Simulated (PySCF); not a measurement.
# PH3 (SMILES P): levels of theory compared

Aim: a comparison of 6 runs (B2PLYP/6-31G, M06-2X/6-31G, PBE/6-31G, UPBE0/6-31G, UMP2/6-31G, CCSDTQ/6-31G) of PH3. The job is set up through a Python script.

Program for the calculation: PySCF 2.14.0.

### 1 The system as given

PH3: 4 atoms, total charge 0, spin state singlet. SMILES: `P`. The P1–H3 distance was set to 3.124 Å, away from the relaxed value. At this shape a bond of the SMILES string is far longer than usual.

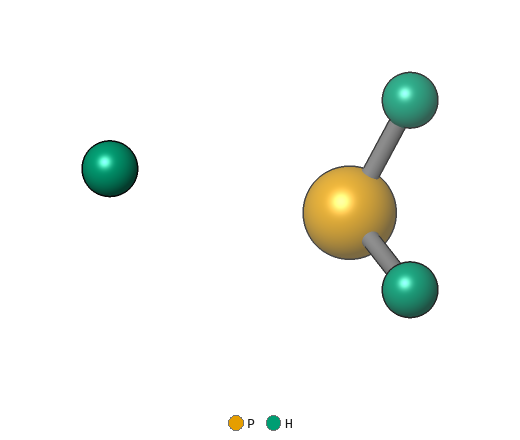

The structure, seen from a chosen angle (phosphorus amber, hydrogen teal).

### 2 The energy at B2PLYP/6-31G (run 1)

Input file job.py:

```python
from pyscf import gto, dft, mp

mol = gto.M(
    atom='''
P      3.718624     0.146081    -1.253875
H      4.257007     0.698826     1.315775
H     -1.900120    -1.252888    -0.108092
H      3.119014     2.697212    -1.828541
''',
    unit='bohr',
    spin=0,
    max_memory=1860,
    verbose=3,
    basis='6-31g',
)

mf = dft.RKS(mol)
mf.xc = '0.53*HF + 0.47*B88, 0.73*LYP'
mf.grids.level = 5
mf.conv_tol = 1e-10
mf.kernel()
if not mf.converged:
    mf = mf.newton().run(mf.mo_coeff, mf.mo_occ)

pt = mp.MP2(mf, frozen=5).run()
e_final = mf.e_tot + 0.27 * pt.e_corr
print('PT2 part  %.8f' % (0.27 * pt.e_corr))
print('E = %.10f Eh' % e_final)
```

Command:

```bash
$ OMP_NUM_THREADS=1 python job.py
```

The log of the run:

```text
converged SCF energy = -342.71928441974
E(RMP2) = -342.87799777095  E_corr = -0.158713351209956
E(SCS-RMP2) = -342.900463691933  E_corr = -0.181179272192886
PT2 part  -0.04285260
E = -342.7621370246 Eh
```

It took 6 s on 1 thread of Arm Neoverse V1, shared host; peak memory 0.18 GiB.

### 3 The energy at M06-2X/6-31G (run 2)

Input file calc.py:

```python
from pyscf import gto, dft

molecule = gto.Mole()
molecule.atom = 'P 1.967811 0.077303 -0.663522; H 2.252711 0.369803 0.696278; H -1.005500 -0.663000 -0.057200; H 1.650511 1.427303 -0.967622'
molecule.basis = '6-31g'
molecule.verbose = 3
molecule.charge = 0
molecule.max_memory = 1860
molecule.build()

calc0 = dft.RKS(molecule)
calc0.xc = 'm06-2x'
calc0.grids.level = 5
calc0.conv_tol = 1e-10
calc0.kernel()
if not calc0.converged:
    calc0 = calc0.newton().run(calc0.mo_coeff, calc0.mo_occ)

e_tot = calc0.e_tot
print('E = %.10f Eh' % e_tot)
```

Command:

```bash
$ OMP_NUM_THREADS=1 python calc.py
```

The log of the run:

```text
converged SCF energy = -342.877799510559
E = -342.8777995106 Eh
```

It took 6.9 s on 1 thread of Arm Neoverse V1, shared host; peak memory 0.18 GiB.

Runs 3 to 5 aren't shown in full; the table further down has their settings and results.

### 4 A single-point energy at CCSDTQ/6-31G (run 6)

Input file calc.py:

```python
from pyscf import gto, scf, cc

mol = gto.M(
    atom=[
    ('P', (1.967811, 0.077303, -0.663522)),
    ('H', (2.252711, 0.369803, 0.696278)),
    ('H', (-1.005500, -0.663000, -0.057200)),
    ('H', (1.650511, 1.427303, -0.967622)),
],
    charge=0,
    verbose=3,
    max_memory=1860,
    basis='6-31g',
)

mf = scf.RHF(mol)
mf.conv_tol = 1e-10
mf.kernel()
if not mf.converged:
    mf = mf.newton().run(mf.mo_coeff, mf.mo_occ)

mycc = cc.CCSDTQ(mf, frozen=5)
mycc.kernel()
e_tot = mycc.e_tot
print('E(%s) = %.9f' % ('CCSDTQ', e_tot))
```

Command:

```bash
$ OMP_NUM_THREADS=1 python calc.py
```

The log of the run:

```text
converged SCF energy = -342.208743199834
_make_eris_incore_RCCSDTQ

WARN: A large `blksize` is being used, which may cause large memory consumption
      for storing contraction intermediates. If memory is sufficient, consider using
      `pyscf.cc.rccsdtq_highm.RCCSDTQ` instead.

RCCSDTQ converged
E(RCCSDTQ) = -342.3804406121492   E_corr = -0.1716974123154693
E_corr(same-spin) = -0.00592690072692182
E_corr(oppo-spin) = -0.165770511588547
E(CCSDTQ) = -342.380440612
```

Wall time 2 min (1 thread of Arm Neoverse V1, shared host); peak memory 0.25 GiB.

### 5 Overview of the runs

```csv
run,level,frozen core orbitals,follow instability,energy (Eh),dipole moment (D) of the reference,HOMO energy (eV),LUMO energy (eV),wall time
1,B2PLYP/6-31G,5,–,-342.762137,1.91,-7.38,-3.31,6 s
2,M06-2X/6-31G,–,–,-342.877800,1.64,-7.59,-3.62,6.9 s
3,PBE/6-31G,–,–,-342.773191,1.68,-6.17,-4.94,3 s
4,UPBE0/6-31G,–,yes,-342.823392,1.35,-7.29,-3.12,27 s
5,UMP2/6-31G,5,yes,-342.357862,1.21,-10.29,0.93,1.4 s
6,CCSDTQ/6-31G,5,–,-342.380441,2.25,-8.26,-1.56,2 min
```

### 6 Summary of results

| quantity | value |
| --- | --- |
| run 6: total energy | -342.38044 Eh |
| run 6: dipole moment (Hartree–Fock density) | 2.25 D |
| run 6: HOMO energy (Hartree–Fock orbitals) | -8.26 eV |
| run 6: LUMO energy (Hartree–Fock orbitals) | -1.56 eV |
| run 6: HOMO–LUMO gap (Hartree–Fock orbitals) | 6.70 eV |
| run 6: correlation energy (5 core orbitals frozen) | -171.7 mEh |
| run 6: T1 diagnostic | 0.045 |

**Reading.** Over runs 1, 2, 3, 4 the dipole moment (its size) runs from 1.35 D (UPBE0/6-31G) to 1.91 D (B2PLYP/6-31G). A double hybrid's value is that of its SCF part. Over runs 1, 2, 3, 4 the HOMO–LUMO gap runs from 1.24 eV (PBE/6-31G) to 4.17 eV (UPBE0/6-31G). Totals of different functionals can't be ranked against each other. In runs 1, 2, 3 a closed-shell determinant meets a far-stretched bond, which it describes badly. Spin contamination of the reference: run 5 ⟨S²⟩ = 0.97, run 4 ⟨S²⟩ = 0.92. Where it is this large, the reference is a mixture of spin states, and values that rest on it are in doubt. All runs together took 2.7 min, the longest 2 min.
